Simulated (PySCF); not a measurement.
**C7H16 (SMILES CCC(CC)CC): density, localisation and related maps**

The calculation's input:

```
{"job": {"kind": "nmr", "xc": "PBE0", "basis": "pcSseg-1", "pop": false}, "charge": 0, "multiplicity": 1}
C      1.279400    -1.779700    -0.450900
C      0.363700    -0.755900    -1.121200
C     -0.082000     0.439200    -0.297500
C      1.154200     1.334300     0.090400
C      0.790500     2.631800     0.800400
C     -0.791300    -0.016000     0.973000
C     -2.203000    -0.616500     0.689600
H      2.087900    -1.280400     0.072100
H      0.739900    -2.434600     0.204900
H      1.703200    -2.395400    -1.285400
H     -0.497900    -1.239900    -1.516900
H      0.939600    -0.311300    -1.993400
H     -0.776000     0.950800    -0.888800
H      1.625600     1.568500    -0.850300
H      1.838400     0.708500     0.763800
H      0.160200     3.350500     0.191700
H      1.785200     3.238500     1.007400
H      0.284200     2.531800     1.692300
H     -0.044500    -0.686300     1.417800
H     -1.040400     0.837800     1.620500
H     -2.563400    -0.869300     1.713800
H     -2.796100     0.221900     0.332600
H     -2.395300    -1.469200     0.056000
```

Command:

```sh
OMP_NUM_THREADS=1 python probes_run.py task.json out
```

Geometry: GFN2-xTB, MD frame at 250 fs, 300 K.

These are results of PBE0/pcSseg-1, SCF density, gas phase, non-relativistic (PySCF), not measurements.

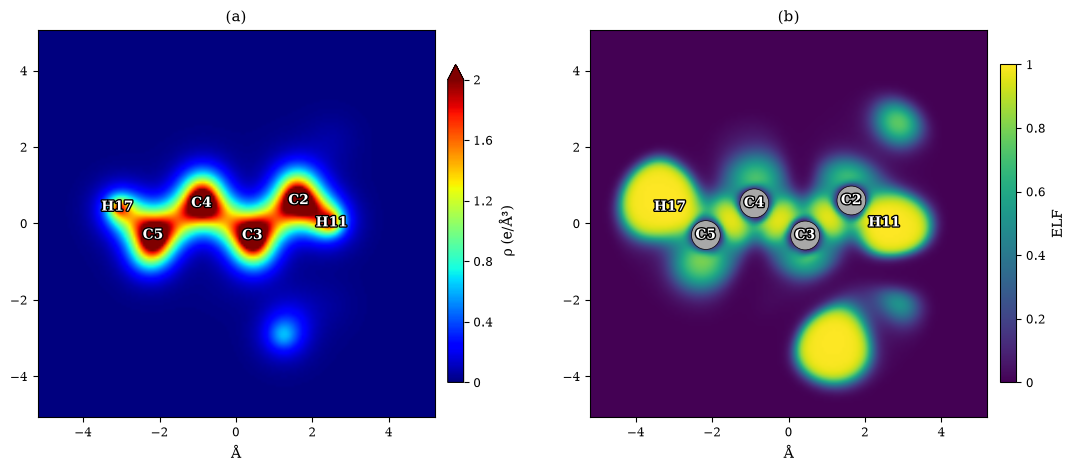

Figure 1. (a) electron density; (b) electron localisation function on the plane of atoms C2, C3 and C4. Grey discs cover the atomic cores in the ELF map.

### Interpret the plot.

- Atoms in the plane: C and H.
- C–C (1.52 Å): ρ is about 1.7 e/Å³ halfway; the ELF peaks at about 0.95 between the atoms; a covalent bond.
- C–C (1.57 Å): the density is about 1.5 e/Å³ at the midpoint; the ELF peaks at about 0.95 between the atoms; a covalent bond.

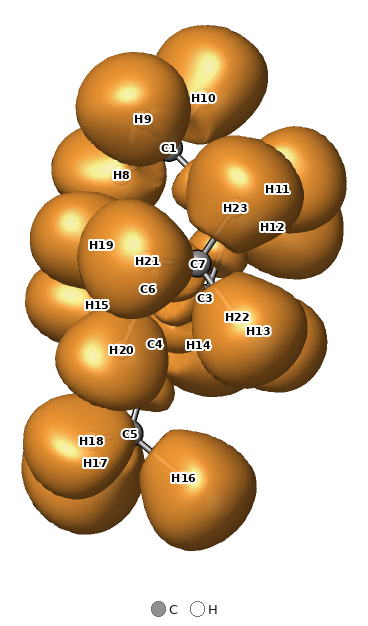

Figure 2. Isosurface of the electron localisation function at 0.75 (orange), seen at an oblique angle. Only the valence region is drawn (cores and ρ < 0.01 e/Å³ removed).

### Where are the electrons localised?

At this value the surface marks out six regions between bonded C–C atoms (shared pairs) and 16 regions around hydrogen nuclei.


 C–H (1.03 Å): the ELF climbs to about 1 towards the hydrogen, as it does in any bond to H; a covalent bond by its length.

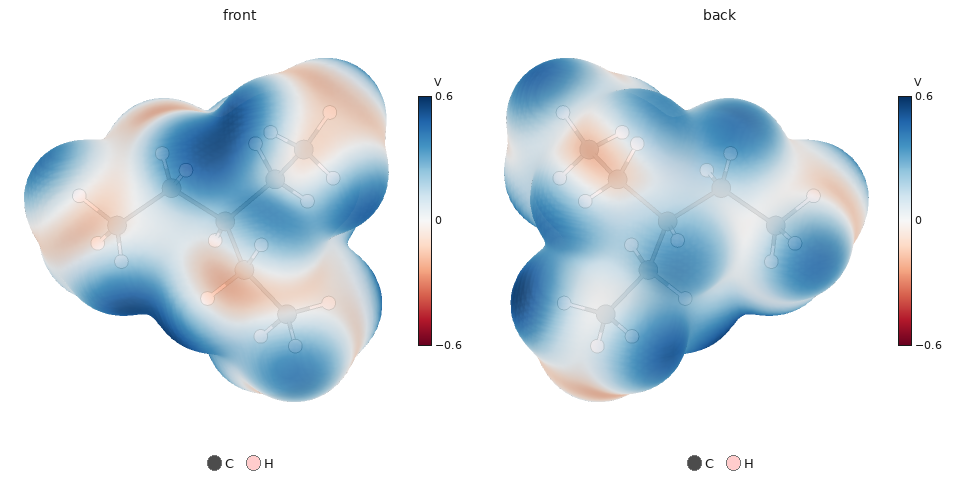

Figure 3. The molecular electrostatic potential painted on the density surface at 0.002 e/bohr³, seen from the front and from behind; the colour scale runs from red (negative) to blue (positive).

### Which sites attract a positive test charge, and which a negative one?

A positive charge is drawn to the negative regions and a negative charge to the positive ones. The most negative region (about −0.2 V) lies over the C atoms, the most positive (about +0.6 V) over the H atoms.
